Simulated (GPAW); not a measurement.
# Ballistic transport through a Pb chain with an H atom on top of one atom, from relaxation to T(E), part 2 of 2

Aim: the conductance of a Pb chain with an H atom on top of one atom after relaxation, and whether geometry, basis or functional moves it most.

GPAW 26.7.0; GPAW LCAO, PAW setups; relaxation of the junction within the symmetry of its start, lead ends held (the session's first sound run).

So far, transmission at the Fermi level (one spin): step 3 (double-zeta polarised basis, PBE, GPAW) 2.14; step 4 (basis szp(dzp), PBE, GPAW) 2.14; step 5 (basis sz(dzp), PBE, GPAW) 2.13; step 6 (LDA) 2.17.

**7. Without the relaxation: geometry = "as built"**

Level of this step: GPAW LCAO, PAW setups; Landauer transmission from Green's functions with principal layers (ASE), zero bias (GPAW).

The dzp basis with PBE on the structure as first built shows what the relaxation was worth.

run.py

```python
import json
import numpy as np
from ase import Atoms
from ase.transport.calculators import TransportCalculator
from gpaw import GPAW, FermiDirac
from gpaw.lcao.tools import get_lcao_hamiltonian
from scipy.linalg import eigh

# The junction with lead layers at both ends, along the third cell vector
device = Atoms(
    ['Pb', 'Pb', 'Pb', 'Pb', 'Pb', 'Pb', 'Pb', 'H', 'Pb', 'Pb', 'Pb', 'Pb', 'Pb', 'Pb'],
    positions=[
        [4.50000, 4.50000, 1.45000],
        [4.50000, 4.50000, 4.35000],
        [4.50000, 4.50000, 7.25000],
        [4.50000, 4.50000, 10.15000],
        [4.50000, 4.50000, 13.05000],
        [4.50000, 4.50000, 15.95000],
        [4.50000, 4.50000, 18.85000],
        [6.09830, 4.50000, 18.85000],
        [4.50000, 4.50000, 21.75000],
        [4.50000, 4.50000, 24.65000],
        [4.50000, 4.50000, 27.55000],
        [4.50000, 4.50000, 30.45000],
        [4.50000, 4.50000, 33.35000],
        [4.50000, 4.50000, 36.25000]],
    cell=[[9.0, 0.0, 0.0], [0.0, 9.0, 0.0], [0.0, 0.0, 37.7]],
    pbc=True)

# One principal layer of the lead: the first 3 atoms of the device
lead = Atoms(
    ['Pb', 'Pb', 'Pb'],
    positions=[
        [4.50000, 4.50000, 1.45000],
        [4.50000, 4.50000, 4.35000],
        [4.50000, 4.50000, 7.25000]],
    cell=[[9.0, 0.0, 0.0], [0.0, 9.0, 0.0], [0.0, 0.0, 8.7]],
    pbc=True)

settings = dict(mode='lcao', basis='dzp', xc='PBE', h=0.2,
                occupations=FermiDirac(0.1), maxiter=250,
                mixer=dict(beta=0.1, nmaxold=8, weight=100.0),
                convergence=dict(density=0.0001))
energies = np.arange(-2, 2 + 1e-9, 0.025)
eta = 0.0001
n1, n2 = 1, 1
# k and -k transmit alike, so half of the mesh across the current serves
mesh = [(i, j) for i in range(n1) for j in range(n2) if (i, j) <= (-i % n1, -j % n2)]
weights = np.array([1 if (i, j) == (-i % n1, -j % n2) else 2 for i, j in mesh]) / (n1 * n2)

# [... helper functions left out ...]
fermi_lead = ground_state(lead, (1, 1, 13), 'lead.txt')
fermi_device = ground_state(device, (1, 1, 2), 'device.txt')
# [... loop over the mesh left out, but for ...]
        # Shift the lead onto the potential of the device's first layer
        shift = ((H[:, 0, 0] - H0[:, 0, 0]) / S0[0, 0]).real.mean()
# [...]
kT = 8.617333e-5 * 300
bias = [0.1, 0.2, 0.5, 1.0, 1.5, 2.0]
# [... integrals and printing left out ...]
```

The run is started by

```sh
$ OMP_NUM_THREADS=1 OPENBLAS_NUM_THREADS=1 python run.py
```

The log of the run:

```text
basis functions: device 304, principal layer 69
Fermi level: lead -2.5493 eV, device -2.5397 eV; lead shifted by -0.0067 eV
largest coupling past the next layer 2.76e-08 eV, largest misfit of the first layer 0.009 eV
  E-E_F (eV)   T (one spin)  [channel counts left out]
    -2.000    9.6560e-01
    -1.975    9.6734e-01
    -1.950    9.6899e-01
[...]
1.975    2.0761e+00
     2.000    2.0741e+00
conductance at 300 K: 2.1988 G0 a cell; thermopower 0.1623 uV/K
current from the zero-bias T(E) at 0.1 V: 17.032 uA
current from the zero-bias T(E) at 0.2 V: 34.04 uA
current from the zero-bias T(E) at 0.5 V: 84.673 uA
current from the zero-bias T(E) at 1.0 V: 167.22 uA
current from the zero-bias T(E) at 1.5 V: 243.2 uA
current from the zero-bias T(E) at 2.0 V: 304.01 uA
```

The job ended after 65 s (1 thread of Arm Neoverse V1, shared host; peak memory 1.2 GiB).

This step gave:

```yaml
conductance: 2.199 G₀
largest_coupling_past_the_next_principal_layer: 2.76e-8 eV
largest_misfit_of_the_first_principal_layer: 0.009047 eV
shift_that_aligns_the_lead: -0.006750 eV
transmission_at_the_fermi_level_one_spin: 2.200
```

The conductance, 2.20 G₀, lies 2.9 % above that of the dzp run.

**8. All levels side by side**

Times are for 1 thread of Arm Neoverse V1, shared host. The series side by side:

```csv
no.,run,conductance (G₀),time,memory (GiB)
1,dzp,2.136,68 s,1.2
2,szp,2.137,50 s,1.2
3,sz,2.129,33 s,1.1
4,dzp LDA,2.171,58 s,1.2
5,asbuilt,2.199,65 s,1.2
```

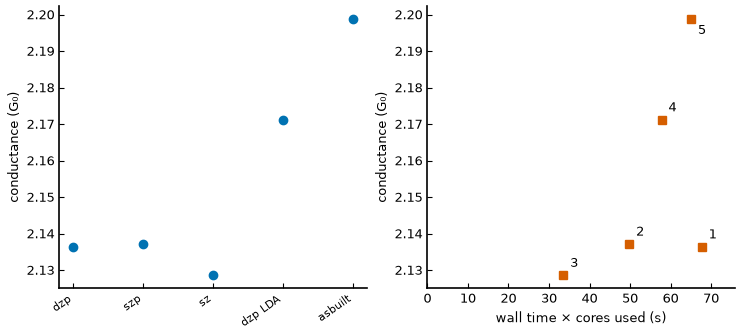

The series as plots; the last panel sets the first result against cost, with the runs numbered as in the table.

**9. Comparison**

The curves are compared point by point over the common energies.

This step: comparison of transmission and cost over codes, levels and geometry (GPAW 26.7.0).

Ladder, by row:

```csv
step,code,T at the Fermi level (sum over the listed spins),conductance (G0),r.m.s. T(E) from the first,wall time (s),peak memory (GiB),threads
dzp,GPAW,2.138,2.136,0,67.69,1.23,1
szp,GPAW,2.138,2.137,0.05393,49.77,1.2,1
sz,GPAW,2.129,2.129,0.07257,33.49,1.12,1
dzp-LDA,GPAW,2.172,2.171,0.02845,57.76,1.23,1
asbuilt,GPAW,2.2,2.199,0.2343,65.04,1.23,1
```

The transmission, zone mean, sum over the listed spins by energy, zero at the Fermi level:

```csv
energy (eV),dzp,szp,sz,dzp-LDA,asbuilt
-2.000,0.726,0.731,0.755,0.765,0.966
-1.500,0.934,0.944,0.950,0.947,0.987
-1.200,0.999,0.999,0.999,0.999,0.993
-1.175,0.999,0.999,0.998,0.998,0.994
-1.000,0.952,0.952,0.936,0.944,0.996
-0.500,1.72,1.72,1.79,1.72,2.07
0.000,2.14,2.14,2.13,2.17,2.20
0.500,2.24,2.23,2.22,2.27,2.14
0.800,2.26,2.25,2.24,2.29,2.13
0.825,2.27,2.25,2.24,2.28,2.13
1.000,2.25,2.25,2.23,2.27,2.12
1.500,2.16,2.16,2.15,2.17,2.10
2.000,1.90,1.91,1.91,1.91,2.07
```

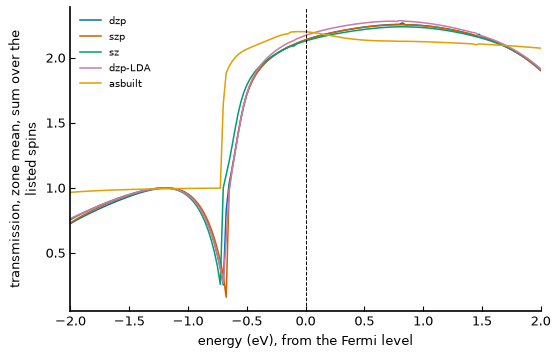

Transmission, zone mean, sum over the listed spins, plotted against energy.

**10. Smearing 0.025: width = 0.025**

Smearing helps the SCF of a metal converge, but it blurs occupations at band edges near the Fermi level.

This step: GPAW LCAO, PAW setups; Landauer transmission from Green's functions with principal layers (ASE), zero bias (GPAW 26.7.0).

run.py: that of step 7 with these lines changed.

```diff
@@ -17,6 +17,6 @@
         [4.50000, 4.50000, 13.05000],
-        [4.50000, 4.50000, 15.95000],
-        [4.50000, 4.50000, 18.85000],
-        [6.09830, 4.50000, 18.85000],
-        [4.50000, 4.50000, 21.75000],
+        [5.02533, 4.50000, 15.97392],
+        [3.92847, 4.50000, 18.85000],
+        [5.84646, 4.50000, 18.85000],
+        [5.02533, 4.50000, 21.72608],
         [4.50000, 4.50000, 24.65000],
@@ -40,3 +40,3 @@
 settings = dict(mode='lcao', basis='dzp', xc='PBE', h=0.2,
-                occupations=FermiDirac(0.1), maxiter=250,
+                occupations=FermiDirac(0.025), maxiter=250,
                 mixer=dict(beta=0.1, nmaxold=8, weight=100.0),
```

The log of the run:

```text
basis functions: device 304, principal layer 69
Fermi level: lead -2.5800 eV, device -2.5125 eV; lead shifted by 0.0327 eV
largest coupling past the next layer 2.76e-08 eV, largest misfit of the first layer 0.049 eV
  E-E_F (eV)   T (one spin)  [channel counts left out]
    -2.000    7.2515e-01
    -1.975    7.4078e-01
    -1.950    7.5552e-01
    -1.925    7.6946e-01
    -1.900    7.8269e-01
    -1.875    7.9529e-01
    -1.850    8.0731e-01
    -1.825    8.1883e-01
    -1.800    8.2988e-01
    -1.775    8.4052e-01
    -1.750    8.5078e-01
    -1.725    8.6069e-01
    -1.700    8.7029e-01
    -1.675    8.7959e-01
    -1.650    8.8862e-01
    -1.625    8.9738e-01
[...]
1.825    2.0279e+00
     1.850    2.0127e+00
     1.875    1.9962e+00
     1.900    1.9783e+00
     1.925    1.9589e+00
     1.950    1.9382e+00
     1.975    1.9162e+00
     2.000    1.8930e+00
conductance at 300 K: 2.1447 G0 a cell; thermopower -1.116 uV/K
current from the zero-bias T(E) at 0.1 V: 16.61 uA
current from the zero-bias T(E) at 0.2 V: 33.188 uA
current from the zero-bias T(E) at 0.5 V: 82.516 uA
current from the zero-bias T(E) at 1.0 V: 162.05 uA
current from the zero-bias T(E) at 1.5 V: 224.84 uA
current from the zero-bias T(E) at 2.0 V: 283.84 uA
```

The job ended after 68 s (1 thread; peak memory 1.2 GiB).

This step gave:

| Quantity | Value |
| --- | --- |
| conductance | 2.145 G₀ |
| largest misfit of the first principal layer | 0.04925 eV |
| shift that aligns the lead | 0.03269 eV |
| transmission at the Fermi level (one spin) | 2.147 |

One spin. The transmission, zone mean by energy, zero at the Fermi level:

```csv
energy (eV),"transmission, zone mean"
-2.000,0.725
-1.800,0.830
-1.600,0.906
-1.400,0.965
-1.200,0.998
-1.175,0.999
-1.000,0.958
-0.800,0.679
-0.600,1.16
-0.400,1.88
-0.200,2.05
0.000,2.15
0.200,2.19
0.400,2.22
0.600,2.25
0.800,2.26
0.825,2.27
1.000,2.24
1.200,2.21
1.400,2.17
1.600,2.12
1.800,2.04
2.000,1.89
```

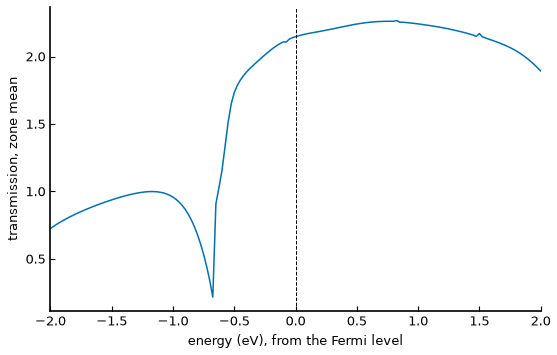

Transmission, zone mean, plotted against energy.

Not self-consistent under bias; the bias window is split evenly. Table of current through one cell, from the zero-bias transmission by bias:

```csv
bias (V),"current through one cell, from the zero-bias transmission (μA)"
0.100,16.6
0.200,33.2
0.500,82.5
1.000,162
1.500,225
2.000,284
```

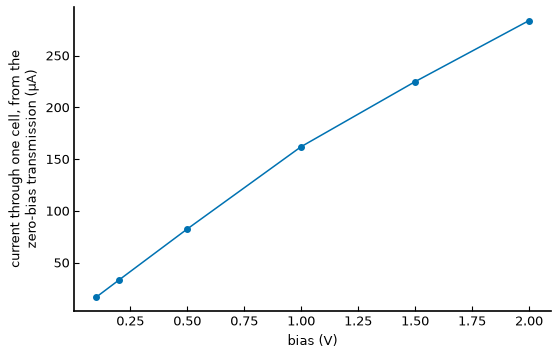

Current through one cell, from the zero-bias transmission against bias.

The transmission of the three most open eigenchannels by energy, zero at the Fermi level:

```csv
energy (eV),channel 1,channel 2,channel 3
-2.000,0.725,0,0
-1.500,0.938,0,0
-1.000,0.958,0,0
-0.500,0.941,0.721,0.0705
0.000,0.979,0.978,0.189
0.500,0.998,0.988,0.255
1.000,0.987,0.986,0.269
1.500,0.980,0.974,0.216
2.000,0.955,0.824,0.114
```

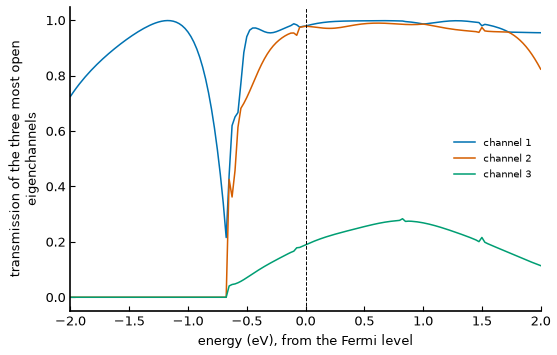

Transmission of the three most open eigenchannels, plotted against energy.

The conductance, 2.14 G₀, lies 0.4 % above that of the dzp run.

**11. Results**

| Property | Result |
| --- | --- |
| conductance | 2.14 G₀ |
| transmission at the Fermi level, mean of the spins | 2.14 |
| thermopower | about 0 (under 1.5 μV/K) |

What this shows: In the dzp basis the junction conducts 2.14 G₀ at 300 K, with T = 2.14 a spin at the Fermi level; the sz basis reaches that conductance within 10 %. Relaxation moved atoms by up to 0.57 Å and took the conductance from 2.20 to 2.14 G₀, as a ratio a larger change than the step from dzp to the minimal basis. At the Fermi level the three most open eigenchannels pass 0.98, 0.97 and 0.18. Measured against the first run (dzp), the nearest curve is that of dzp-LDA (r.m.s. 0.028) and the farthest that of asbuilt (0.23). Over the compared runs wall time goes from 33 s (sz) to 68 s (dzp), on a shared host. The leads kept an estimated spacing and the cell its length, so the junction may be under some tension or compression. The geometry comes from the orbital basis, which tends to overbind, and kept the symmetry of the start, so a structure of lower symmetry may lie lower. The run had no spin polarisation, so a magnetic state, which chains and small molecules with open shells often have, wasn't tested. Spin-orbit coupling is left out, which matters for the heavy atoms here. An evenly spaced straight chain is an idealisation: free chains tend to dimerise, zigzag or, where a band edge lies near the Fermi level, turn magnetic. The currents use the zero-bias T(E) throughout, which holds only while the bias is small against the distance to the nearest feature.

[Logs are printed without paths, hosts, clocks, repeated set-up lines and the standing remarks that a program may print on its own settings, such as how far it seeks lower states.]

[Hosts, paths, dates, database ids (printed as entryN), source tags and the programs' standing remarks are cut or masked in the printed files.]
